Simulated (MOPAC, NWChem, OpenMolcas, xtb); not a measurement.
A ladder of methods for CH4NSi (SMILES C=N[SiH2])

CH4NSi: 7 atoms, total charge 0, spin state doublet. As SMILES, `C=N[SiH2]`. Geometry: relaxed at GFN2-xTB.

```xyz
7

C    -1.2437   -0.2109   -0.6693
N    -0.0164   -0.4322   -0.3082
Si    1.1787    0.1905    0.6301
H    -1.6976   -0.9087   -1.3570
H    -1.8450    0.6245   -0.3316
H     1.2581    1.3676    1.4867
H     2.3660   -0.6308    0.5491
```

Each level gives the dipole moment (D). The values are calculated.

```json
{"level": "PM3", "kind": "semi-empirical", "program": "MOPAC", "value (D)": "1.33", "CPU time": "under 2 s"}
{"level": "PM6", "kind": "semi-empirical", "program": "MOPAC", "value (D)": "2.98", "CPU time": "under 2 s"}
{"level": "GFN0-xTB", "kind": "semi-empirical", "program": "xtb", "value (D)": "3.77", "CPU time": "under 2 s"}
{"level": "GFN1-xTB", "kind": "semi-empirical", "program": "xtb", "value (D)": "2.65", "CPU time": "under 2 s"}
{"level": "UHF/ANO-S-MB", "kind": "Hartree–Fock", "program": "OpenMolcas", "value (D)": "1.57", "CPU time": "2.2 s"}
{"level": "UHF/STO-3G", "kind": "Hartree–Fock", "program": "NWChem", "value (D)": "1.55", "CPU time": "2.9 s"}
{"level": "UHF/3-21G", "kind": "Hartree–Fock", "program": "NWChem", "value (D)": "1.80", "CPU time": "4 s"}
{"level": "UBLYP/pcseg-1", "kind": "GGA", "program": "NWChem", "value (D)": "1.27", "CPU time": "2.6 min"}
{"level": "UB3LYP/6-31G* (spherical functions)", "kind": "global hybrid", "program": "NWChem", "value (D)": "1.30", "CPU time": "52 s"}
```

The values span 1.27 to 3.77 D. Spin contamination of the reference (⟨S²⟩ at least 0.1 too high) touches PM3, UHF/ANO-S-MB, UHF/STO-3G, UHF/3-21G. Sets without polarisation functions give poor dipoles. CPU times are rough (shared hosts, several kinds of processor): they show what a rung costs within a factor of a few.

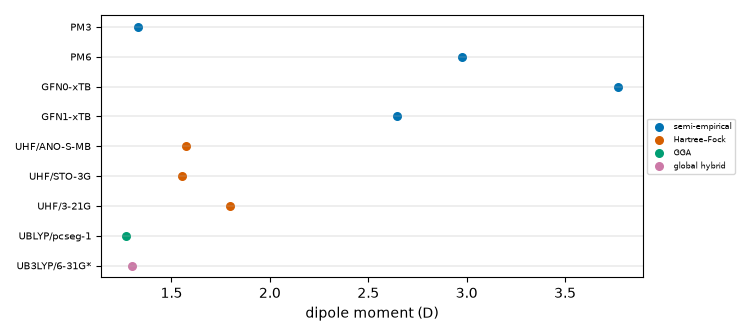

The values of the table, level by level.
